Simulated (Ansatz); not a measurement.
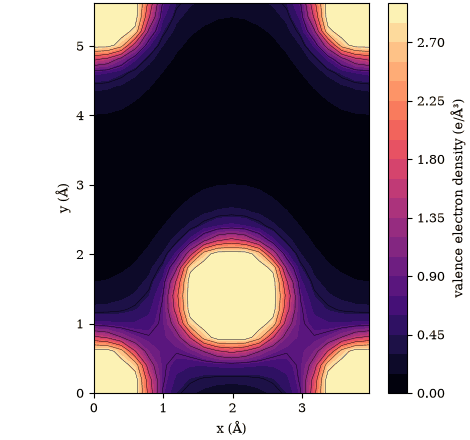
Figure: Valence electron density (e/Å³), cut off at 3 on a lattice plane, r²SCAN (plane waves, PAW; program Ansatz)

Pick the material that matches.
A) ReW, CsCl type
B) Sb, diamond
C) Sc, diamond
D) Re, diamond

D, Re, diamond. Atoms in the plane, in fractions of its two edges: Re at (0.00, 0.00), Re at (0.50, 0.25).

The density is the valence pseudo-density with augmentation charge, so density and ELF within about 1 Å of a nucleus are not all-electron values.

Space group Fd-3m (diamond). The start of the workflow was typed in or built on a structure type; neither database checked (COD, Materials Project) lists it. It is not the phase usual at ambient conditions (space group No. 194). The r²SCAN relaxation kept the symmetry of its start. At this level the phase is mechanically unstable. The run is not spin-polarised. Spin–orbit coupling is left out wherever it is not named.

Potentials: the earlier of the program's two PAW sets.
